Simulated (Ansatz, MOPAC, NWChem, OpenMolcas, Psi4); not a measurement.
**A ladder of methods for GeNH4Cl (SMILES [NH2][GeH2][Cl])**

The runs start from one conformer, not always the lowest.

GeNH4Cl, singlet, SMILES `[NH2][GeH2][Cl]`. Each level relaxes the structure for itself.

Quantity: the zero-point energy at each level's own minimum, in kJ/mol. The values are calculated.

```json
{"level": "AM1", "kind": "semi-empirical", "program": "MOPAC", "value (kJ/mol)": "106.7"}
{"level": "MNDO", "kind": "semi-empirical", "program": "MOPAC", "value (kJ/mol)": "113.6"}
{"level": "PM6-D3H4", "kind": "semi-empirical", "program": "MOPAC", "value (kJ/mol)": "106.0"}
{"level": "PM6-DH+", "kind": "semi-empirical", "program": "MOPAC", "value (kJ/mol)": "105.6"}
{"level": "HF/3-21G", "kind": "Hartree–Fock", "program": "OpenMolcas", "value (kJ/mol)": "120.5"}
{"level": "HF/6-31G* (spherical functions)", "kind": "Hartree–Fock", "program": "NWChem", "value (kJ/mol)": "121.1"}
{"level": "HF/6-31G* (Cartesian functions)", "kind": "Hartree–Fock", "program": "OpenMolcas", "value (kJ/mol)": "121.2"}
{"level": "PBE0-D4/def2-TZVP", "kind": "global hybrid", "program": "Ansatz", "value (kJ/mol)": "114.0"}
{"level": "B3LYP-D3(BJ)/def2-SVP (density fitting)", "kind": "global hybrid", "program": "Psi4", "value (kJ/mol)": "112.9"}
```

All-electron rows without a relativistic Hamiltonian named are non-relativistic. Harmonic and unscaled. The values span 105.6 to 121.2 kJ/mol.

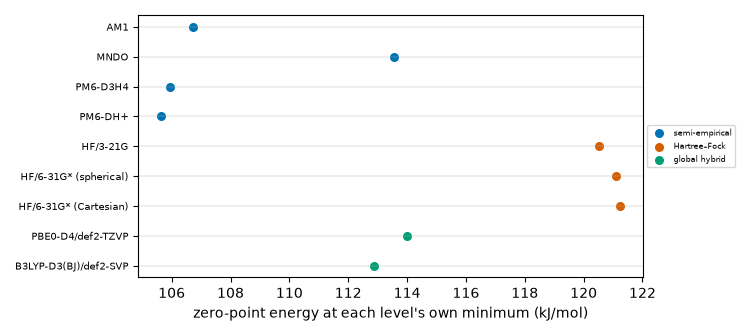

The values of the table, level by level.
